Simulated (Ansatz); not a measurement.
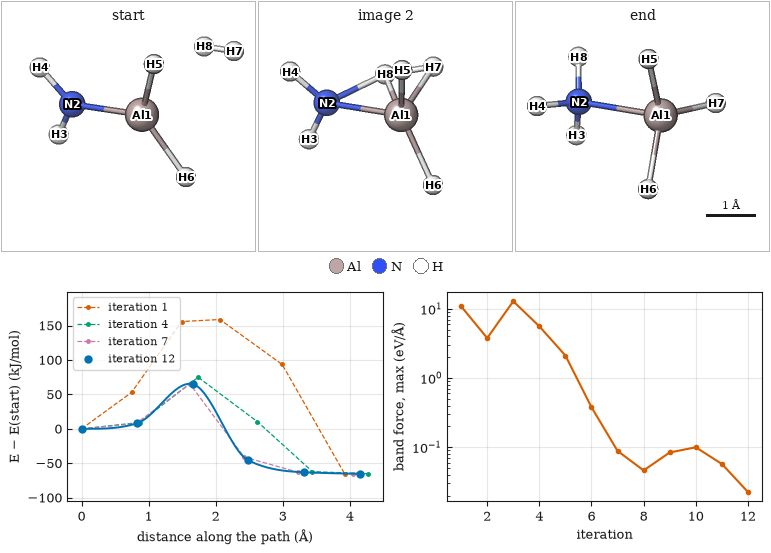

A nudged-elastic-band calculation for AlNH6, made up at the start of AlNH4 and H2. Images are numbered from 0 (start) to 5 (end). The plot follows the band through its iterations. A ball-and-stick model, seen from a free direction.

The calculation used Ansatz, RKS PBE0/def2-SVP.

The input:
```yaml
crystal:
  periodic: [false, false, false]
  atoms:
    - { symbol: Al, position_ang: [0.002793, -0.097088, 0.378108] }
    - { symbol: "N", position_ang: [0.052745, -0.470209, 2.114177] }
    - { symbol: H, position_ang: [-0.754626, -0.694509, 2.684846] }
    - { symbol: H, position_ang: [0.893803, -0.500455, 2.679367] }
    - { symbol: H, position_ang: [1.379234, 0.170012, -0.367872] }
    - { symbol: H, position_ang: [-1.402876, -0.155539, -0.358176] }
    - { symbol: H, position_ang: [-0.303537, 2.513711, 0.294987] }
    - { symbol: H, position_ang: [-0.282736, 2.357279, 1.040964] }
basis:
  gaussian: { orbitals: def2-SVP }
hamiltonian:
  xc: pbe0
neb:
  order_check: false
  images: 4
  f_tol: 0.03
  max_iterations: 60
  climbing: false
  final_atoms:
    - { symbol: Al, position_ang: [-0.16296055, 0.50387521, -0.01219335] }
    - { symbol: "N", position_ang: [0.05004003, 0.28602753, 2.04136692] }
    - { symbol: H, position_ang: [-0.85494762, 0.28709106, 2.51451393] }
    - { symbol: H, position_ang: [0.51617185, -0.5909738, 2.27895927] }
    - { symbol: H, position_ang: [1.38225894, 0.40555647, -0.44298078] }
    - { symbol: H, position_ang: [-1.09922005, -0.76784733, -0.31070874] }
    - { symbol: H, position_ang: [-0.85086291, 1.95594426, -0.04620274] }
    - { symbol: H, position_ang: [0.60432031, 1.04352861, 2.44364649] }
  initial_path:
    images:
      - { positions_ang: [[0.002793, -0.097088, 0.378108], [0.052745, -0.470209, 2.114177], [-0.754626, -0.694509, 2.684846], [0.893803, -0.500455, 2.679367], [1.379234, 0.170012, -0.367872], [-1.402876, -0.155539, -0.358176], [-0.303537, 2.513711, 0.294987], [-0.282736, 2.357279, 1.040964]] }
      - { positions_ang: [[-0.0010911, -0.0322656, 0.21804134], [0.03660471, -0.3110008, 2.16599087], [-0.79621605, -0.56876372, 2.71630071], [0.89324476, -0.23158413, 2.7204064], [1.36249194, 0.15000959, -0.54537948], [-1.38751948, -0.05164846, -0.53073354], [-0.27967293, 2.21808353, 0.44541202], [-0.24304185, 1.95037159, 1.27636267]] }
      - { positions_ang: [[-0.0049752, 0.0325568, 0.05797469], [0.02046442, -0.15179259, 2.21780475], [-0.83780611, -0.44301844, 2.74775542], [0.89268652, 0.03728674, 2.76144581], [1.34574988, 0.13000718, -0.72288695], [-1.37216296, 0.05224207, -0.70329108], [-0.25580885, 1.92245606, 0.59583704], [-0.2033477, 1.54346417, 1.51176134]] }
      - { positions_ang: [[-0.03812591, 0.15274944, -0.02008558], [0.01992342, -0.00054529, 2.20324273], [-0.85787043, -0.24669843, 2.713689], [0.81716029, 0.01918298, 2.68136426], [1.34635487, 0.17711608, -0.73790871], [-1.31143177, -0.07021959, -0.69379763], [-0.36527404, 1.81090271, 0.5275991], [-0.02593644, 1.2807141, 1.79229783]] }
      - { positions_ang: [[-0.10054323, 0.32831232, -0.01613947], [0.03498173, 0.14274112, 2.12230483], [-0.85640903, 0.02019632, 2.61410146], [0.66666607, -0.28589541, 2.48016177], [1.3643069, 0.29133627, -0.59044475], [-1.20532591, -0.41903346, -0.50225319], [-0.60806847, 1.88342349, 0.24069818], [0.28919194, 1.16212135, 2.11797216]] }
      - { positions_ang: [[-0.16296055, 0.50387521, -0.01219335], [0.05004003, 0.28602753, 2.04136692], [-0.85494762, 0.28709106, 2.51451393], [0.51617185, -0.5909738, 2.27895927], [1.38225894, 0.40555647, -0.44298078], [-1.09922005, -0.76784733, -0.31070874], [-0.85086291, 1.95594426, -0.04620274], [0.60432031, 1.04352861, 2.44364649]] }
```

Run as
```bash
ansatz run input.yaml --threads 1 --pin off --max-ram 2048MiB --backend cpu --events-out ev --progress --plain --runs-dir out
```

How did the profile develop, and is the result final?

Answer. The run is converged, with reservations. The band converged in 12 iterations. The largest component of the band force went from 11 to 0.023 eV/Å. No image climbed, so the highest image needn't lie on the saddle point, and the true maximum along this path can be higher. The first iteration put the highest image at 158.8 kJ/mol. The highest point, image 2, lies 64.9 kJ/mol above the start and 130.1 kJ/mol above the end; the end is at −65.2 kJ/mol relative to the start.

Limits of the set-up: the start holds two separate molecules, 2.6 Å apart at their closest, whose relative position is a soft coordinate and is computed without a dispersion correction.

The run took 38 s on 1 thread of Intel(R) Xeon(R) 6975P-C (Granite Rapids), with other jobs on the host, peak memory 0.13 GiB.
